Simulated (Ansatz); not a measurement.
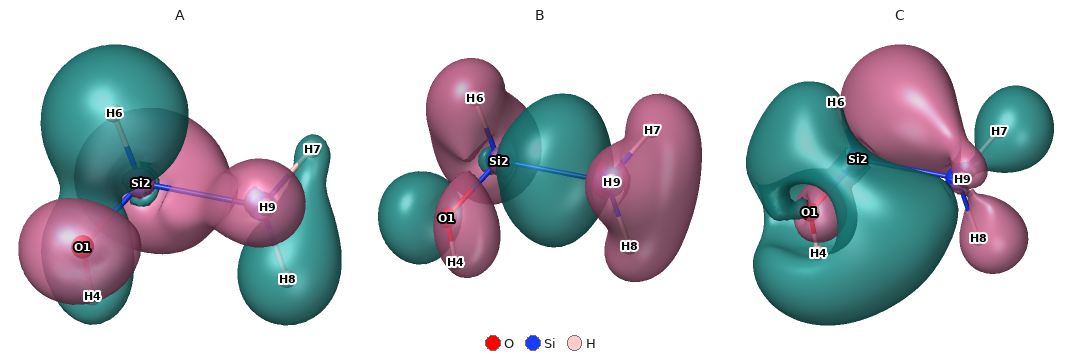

The picture shows: H₆OSi₂ (SMILES O[SiH2][SiH3]). Three frontier orbitals at ±0.06 Å⁻³ᐟ² (teal and pink are the two phases), in no order.

Geometry: PBE0-D4/def2-TZVP.

The calculation used RKS PBE0-D4/def2-TZVPP in Ansatz 0.2.0.

Input

```
crystal:
  periodic: [false, false, false]
  atoms:
    - {symbol: O, position_ang: [-1.609011, 1.039912, -0.762026]}
    - {symbol: Si, position_ang: [0.004768, 0.933111, -0.415901]}
    - {symbol: Si, position_ang: [0.544166, -1.038426, 0.738615]}
    - {symbol: H, position_ang: [-1.996565, 0.341446, -1.290755]}
    - {symbol: H, position_ang: [0.830649, 0.994491, -1.657769]}
    - {symbol: H, position_ang: [0.311408, 2.125165, 0.412986]}
    - {symbol: H, position_ang: [2.012905, -1.104762, 0.974460]}
    - {symbol: H, position_ang: [0.146239, -2.228223, -0.066242]}
    - {symbol: H, position_ang: [-0.155958, -1.109114, 2.049534]}
basis:
  gaussian: {orbitals: def2-TZVPP}
hamiltonian: {xc: pbe0, dispersion: d4}
output: {orbitals: {seedname: orbitals}}
```

Command:

```sh
ansatz run in.yaml --threads 2 --pin off --events-out ev --progress --plain --max-ram 22528MiB --backend cpu
```

Order the three orbitals by energy and name them.

Answer. A is the HOMO−1 (−9.14 eV). Its weight (Hirshfeld) is mainly on Si2 (about 25 %), O1 (about 20 %), H6 (about 20 %), H5 (about 20 %) and Si3 (about 5 %). B is the HOMO (−7.86 eV). Its weight (Hirshfeld) is mainly on Si3 (about 30 %), Si2 (about 30 %), O1 (about 20 %) and H5 (about 10 %). C is the LUMO (−0.47 eV). By Hirshfeld shares it lies mainly on Si2 (about 40 %), Si3 (about 20 %), H4 (about 10 %) and O1 (about 10 %).

What is the HOMO–LUMO gap?

Answer. 7.39 eV between the orbital energies.
